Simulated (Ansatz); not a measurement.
## Electronic structure of CH$_{5}$Sn (charge −1) in real space

The calculation's input:

```
crystal:
  periodic: [false, false, false]
  atoms:
    - {symbol: C, position_ang: [0.099637, 0.683517, -0.076421]}
    - {symbol: Sn, position_ang: [-0.887359, -1.271722, 0.442959]}
    - {symbol: H, position_ang: [-0.451332, -2.059330, -1.120659]}
    - {symbol: H, position_ang: [0.571550, -1.941522, 1.266549]}
    - {symbol: H, position_ang: [-0.516575, 1.222224, -0.803868]}
    - {symbol: H, position_ang: [0.180911, 1.302358, 0.823320]}
    - {symbol: H, position_ang: [1.098451, 0.542661, -0.497619]}
basis:
  gaussian: {orbitals: "def2-TZVPPD.json"}
total_charge: -1
hamiltonian: {xc: pbe0, dispersion: d4}
output: {orbitals: {seedname: orbitals}}
```

Run with:

```sh
ansatz run in.yaml --threads 2 --pin off --events-out ev --progress --plain --max-ram 4352MiB
```

Geometry: PBE0-D4/def2-TZVPD; core potentials replace the inner electrons of Sn.

Computed with RKS PBE0-D4/def2-TZVPPD (Ansatz 0.2.0).

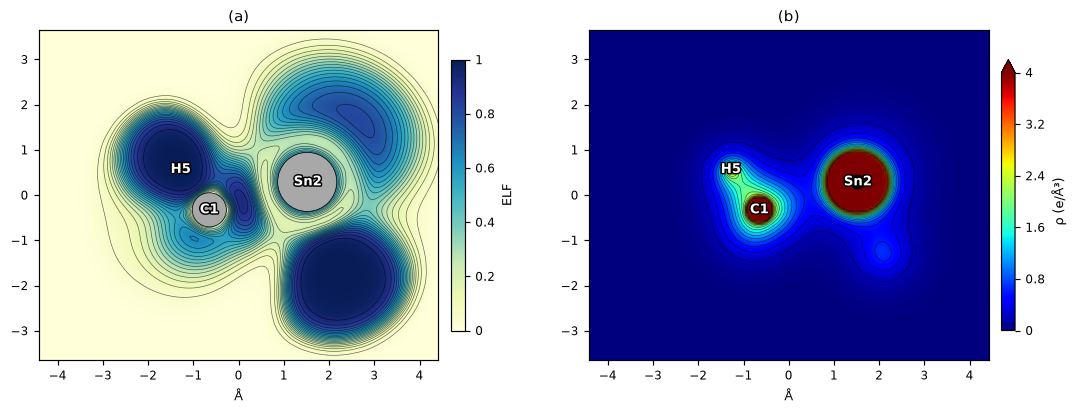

Figure 1. (a) ELF; (b) electron density on the plane of atoms Sn2, C1 and H5. Grey discs cover the atomic cores in the ELF map.

### Interpret the plot.

The section cuts through C, Sn and H sites. C–Sn (2.25 Å): the density is about 0.57 e/Å³ at the midpoint; the ELF peaks at about 0.90 in the valence shell of C, 0.7 Å from its nucleus, and drops to about 0.20 between the two atoms. C–H (1.10 Å): ρ is about 1.9 e/Å³ halfway; the ELF climbs to about 1 towards the hydrogen, as it does in any bond to H; a covalent bond by its length.

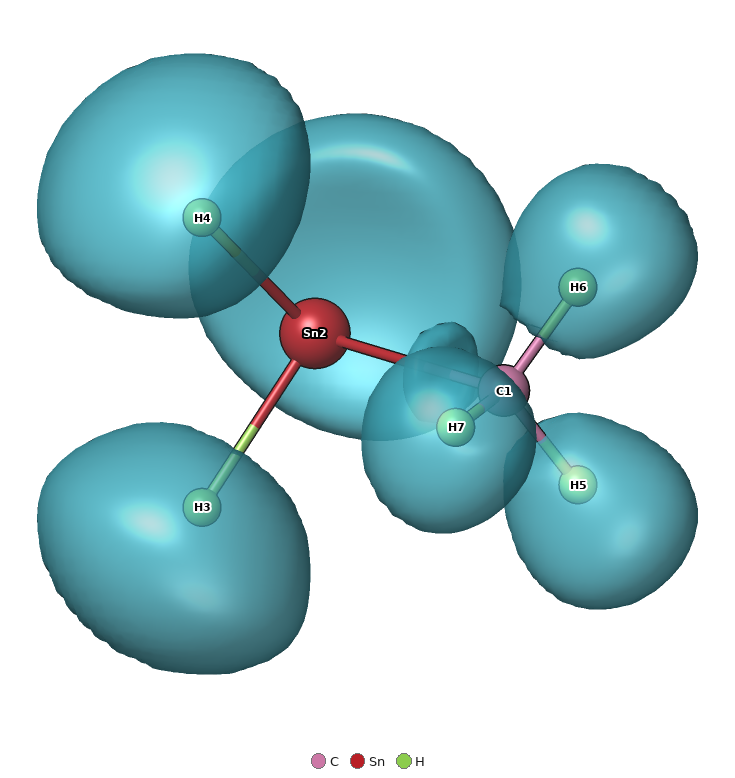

Figure 2. Isosurface of the ELF at 0.85 (cyan), seen at an oblique angle. Core shells and regions of very low density are left out.

### Identify the bonds, lone pairs and shells in this picture.

The surface consists of five regions around hydrogen nuclei, one lobe of the valence shell of C pointing towards Sn (polar bonds) and one lobe on Sn, pointing away from the bonds (lone pairs).


 C–H (1.09 Å): the ELF climbs to about 1 towards the hydrogen (a covalent bond by its length).

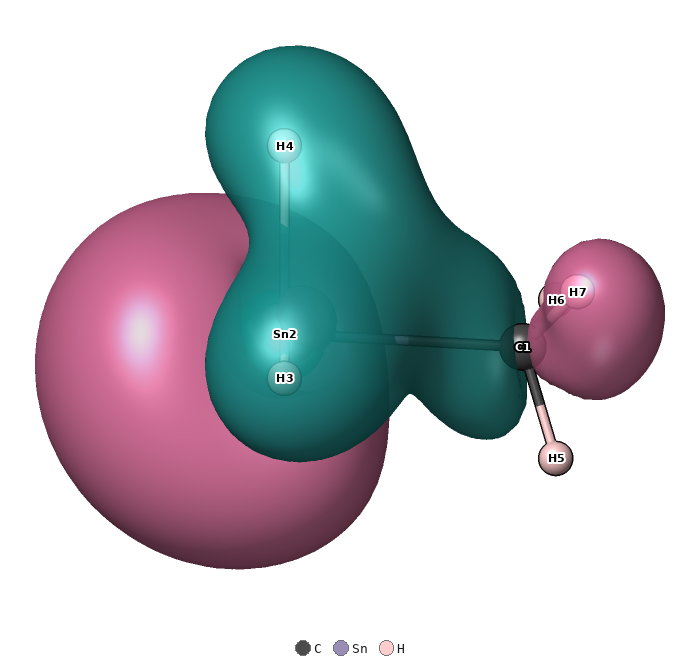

Figure 3. The HOMO at ±0.08 Å⁻³ᐟ² (teal and pink are the two phases), seen at a tilt.

### What is the character of this orbital?

Its weight (Hirshfeld) is mainly on Sn2 (about 75 %), C1 (about 10 %), H3 (about 5 %) and H4 (about 5 %). Its energy is −0.27 eV.
